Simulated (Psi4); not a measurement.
# PH (SMILES [PH]): U-wB97X/cc-pVTZ

Aim: the energy change on altering one bond length of PH at U-wB97X/cc-pVTZ, from 2 runs. 

The calculation is run with Psi4 1.11.

2 further runs of the same task are left out: 1 that didn't finish, 1 set aside as unsound or not needed.

### Step 1. Starting point

PH: 2 atoms, total charge 0, spin state triplet. SMILES: `[PH]`. The coordinates come from a PBE0-D4/def2-TZVP relaxation.

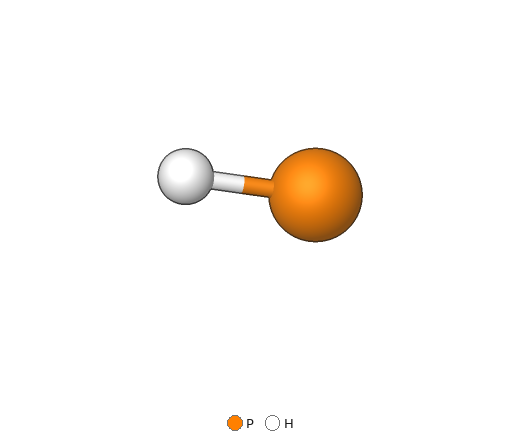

Viewed from a chosen angle; phosphorus orange, hydrogen white.

### Step 2. Energy and forces at U-wB97X/cc-pVTZ

The input, hp.json:

```json
{
  "schema_name": "qcschema_input",
  "schema_version": 1,
  "molecule": {
    "schema_name": "qcschema_molecule",
    "schema_version": 2,
    "symbols": ["P", "H"],
    "geometry": [0.0, 0.0, -0.0276089, 0.0, 0.0, 2.67146803],
    "molecular_charge": 0,
    "molecular_multiplicity": 3,
    "fix_symmetry": "c1",
    "fix_com": true,
    "fix_orientation": true
  },
  "driver": "gradient",
  "model": {
    "method": "wb97x",
    "basis": "cc-pVTZ"
  },
  "keywords": {
    "reference": "uks",
    "puream": true,
    "e_convergence": 1e-09,
    "d_convergence": 1e-08,
    "scf_type": "pk",
    "dft_radial_points": 99,
    "dft_spherical_points": 590,
    "maxiter": 100
  }
}
```

Launch:

```sh
$ psi4 --qcschema hp.json -n 1 --memory 2200MB
```

stdout:

```text
[...]
  Running in c1 symmetry.
[...]
  Nuclear repulsion =    5.557455526100917
[...]
  Multiplicity = 3
[...]
  Nalpha       = 9
  Nbeta        = 7
[...]
    Number of basis functions: 48
[...]
   @UKS iter   1:  -341.86664902856324   -5.09097e-01   3.90478e-03 DIIS/ADIIS
[...]
   @UKS iter  10:  -341.87963693428816   -6.08225e-12   6.76737e-09 DIIS
[...]
   @S^2 Observed:                2.007291978E+00
[...]
    Orbital Energies [Eh]
    ---------------------
    Alpha Occupied:
       1A    -77.106607     2A     -6.673470     3A     -4.836637
       4A     -4.836637     5A     -4.829552     6A     -0.750628
       7A     -0.449619     8A     -0.353983     9A     -0.353983
    Alpha Virtual:
      10A      0.113270    11A      0.258487    12A      0.346037
      13A      0.346037    14A      0.355094    15A      0.355094
      16A      0.362016    17A      0.362774    18A      0.362774
      19A      0.481471    20A      0.657809    21A      0.907797
      22A      0.907797    23A      1.165023    24A      1.340524
      25A      1.340524    26A      1.346409    27A      1.346409
[...]
  @UKS Final Energy:  -341.87963693428816
   => Energetics <=
    Nuclear Repulsion Energy =              5.5574555261009166
    One-Electron Energy =                -483.2710682312600738
    Two-Electron Energy =                 153.6128809620973357
    DFT Exchange-Correlation Energy =     -17.7789051912263290
    Empirical Dispersion Energy =           0.0000000000000000
    VV10 Nonlocal Energy =                  0.0000000000000000
    Total Energy =                       -341.8796369342881576
[...]
 Multipole Moments:
 ------------------------------------------------------------------------------------
     Multipole            Electronic (a.u.)      Nuclear  (a.u.)        Total (a.u.)
 ------------------------------------------------------------------------------------
 L = 1.  Multiply by 2.5417464519 to convert [e a0] to [Debye]
 Dipole X            :          0.0000000            0.0000000            0.0000000
 Dipole Y            :         -0.0000000            0.0000000           -0.0000000
 Dipole Z            :         -2.0464473            2.2573345            0.2108873
 Magnitude           :                                                    0.2108873
[...]
  -Total Gradient:
     Atom            X                  Y                   Z
    ------   -----------------  -----------------  -----------------
       1       -0.000000000000     0.000000000000    -0.001401945824
       2        0.000000000000    -0.000000000000     0.001379983968
[...]
```

The result, in JSON:

```text
{
 "driver": "gradient",
 "model": {
  "method": "wb97x",
  "basis": "cc-pVTZ"
 },
 "success": true,
 "return_result": [-1.1358675824339597e-13, 1.4909784677893579e-13, -0.0014019458237401194, 6.600166444621131e-16, -5.923427512966373e-16, 0.00137998396816838],
 "properties": {
  "calcinfo_nbasis": 48,
  "calcinfo_nmo": 48,
  "calcinfo_nalpha": 9,
  "calcinfo_nbeta": 7,
  "calcinfo_natom": 2,
  "nuclear_repulsion_energy": 5.557455526100917,
  "return_energy": -341.87963693428816,
  "return_gradient": [-1.1358675824339597e-13, 1.4909784677893579e-13, -0.0014019458237401194, 6.600166444621131e-16, -5.923427512966373e-16, 0.00137998396816838],
  "scf_one_electron_energy": -483.2710682312601,
  "scf_two_electron_energy": 153.61288096209734,
  "scf_xc_energy": -17.77890519122633,
  "scf_dipole_moment": [3.0911907335788958e-15, -1.3182084524515127e-15, 0.21088725249399065],
  "scf_total_energy": -341.87963693428816,
  "scf_total_gradient": [-1.1358675824339597e-13, 1.4909784677893579e-13, -0.0014019458237401194, 6.600166444621131e-16, -5.923427512966373e-16, 0.00137998396816838],
  "scf_iterations": 10
 }
}
```

It took 27 s on 1 thread of Intel Xeon at 2.50GHz (Skylake/Cascade Lake), shared host; peak memory 0.57 GiB.

### Step 3. The distorted shape, same level

The input, job.dat:

```
memory 2200 MB

molecule system {
  0 3
  P
  H 1 R2

  R2 = 1.6425
  units angstrom
  symmetry c1
  no_reorient
  no_com
}

set globals {
  reference            uks
  puream               true
  e_convergence        1e-09
  d_convergence        1e-08
  scf_type             pk
  dft_radial_points    99
  dft_spherical_points 590
  maxiter              100
}

E, wfn = gradient('wb97x/cc-pVTZ', return_wfn=True)
oeprop(wfn, 'WIBERG_LOWDIN_INDICES', 'MULLIKEN_CHARGES', 'DIPOLE')
print_variables()
```

Launch:

```sh
$ psi4 -i job.dat -o job.out -n 1
```

job.out (excerpt; [...] marks lines left out):

```text
[...]
  Running in c1 symmetry.
[...]
  Nuclear repulsion =    4.832668590593607
[...]
  Multiplicity = 3
[...]
  Nalpha       = 9
  Nbeta        = 7
[...]
    Number of basis functions: 48
[...]
   @UKS iter   1:  -341.85247991679660   -5.70054e-01   3.83833e-03 ADIIS/DIIS
[...]
   @UKS iter  11:  -341.86644101427339   -4.32010e-12   5.38981e-09 DIIS
[...]
   @S^2 Observed:                2.008106521E+00
[...]
  @UKS Final Energy:  -341.86644101427339
   => Energetics <=
    Nuclear Repulsion Energy =              4.8326685905936069
    One-Electron Energy =                -481.7522572732765411
    Two-Electron Energy =                 152.7931611141898429
    DFT Exchange-Correlation Energy =     -17.7400134457802920
    Empirical Dispersion Energy =           0.0000000000000000
    VV10 Nonlocal Energy =                  0.0000000000000000
    Total Energy =                       -341.8664410142733914
[...]
  -Total Gradient:
     Atom            X                  Y                   Z
    ------   -----------------  -----------------  -----------------
       1        0.000000000000     0.000000000000    -0.054390193033
       2        0.000000000000     0.000000000000     0.054391356797
[...]
 Multipole Moments:
 ------------------------------------------------------------------------------------
     Multipole            Electronic (a.u.)      Nuclear  (a.u.)        Total (a.u.)
 ------------------------------------------------------------------------------------
 L = 1.  Multiply by 2.5417464519 to convert [e a0] to [Debye]
 Dipole X            :         -0.0000000            0.0000000           -0.0000000
 Dipole Y            :         -0.0000000            0.0000000           -0.0000000
 Dipole Z            :         -1.4517960            1.5388931            0.0870971
 Magnitude           :                                                    0.0870971
[...]
  Mulliken Charges: (a.u.)
   Center  Symbol    Alpha    Beta     Spin     Total
       1     P     8.52660  6.48424  2.04236 -0.01083
       2     H     0.47340  0.51576 -0.04236  0.01083
   Total alpha =  9.00000, Total beta =  7.00000, Total charge = -0.00000
  Wiberg Bond Indices using Orthogonal Lowdin Orbitals:
  Total Bond Index:
  Irrep: 1 Size: 2 x 2
                 1                   2
[...]
```

Run time: 27 s. Hardware: 1 thread of Intel Xeon at 2.50GHz (Skylake/Cascade Lake), shared host; peak memory 0.57 GiB.

### Step 4. Summary of results

Level: U-wB97X/cc-pVTZ.

| quantity | value |
| --- | --- |
| first shape: total energy | -341.87964 Eh |
| first shape: dipole moment | 0.54 D |
| first shape: HOMO energy (highest over α and β) | -9.63 eV |
| first shape: LUMO energy (lowest over α and β) | -1.08 eV |
| first shape: ⟨S²⟩ | 2.007 |
| first shape: largest force on an atom | 0.072 eV/Å |
| distorted shape: total energy | -341.86644 Eh |
| distorted shape: dipole moment | 0.22 D |
| distorted shape: HOMO energy (highest over α and β) | -9.69 eV |
| distorted shape: LUMO energy (lowest over α and β) | -1.12 eV |
| distorted shape: ⟨S²⟩ | 2.008 |
| distorted shape: largest force on an atom | 2.797 eV/Å |
| energy change with the P1–H2 bond stretched from 1.428 to 1.643 Å | 0.359 eV |

In words: With the P1–H2 bond stretched from 1.428 to 1.643 Å the energy rises by 0.36 eV (8.3 kcal/mol). The first shape isn't relaxed at this level, so the change isn't measured from a minimum.
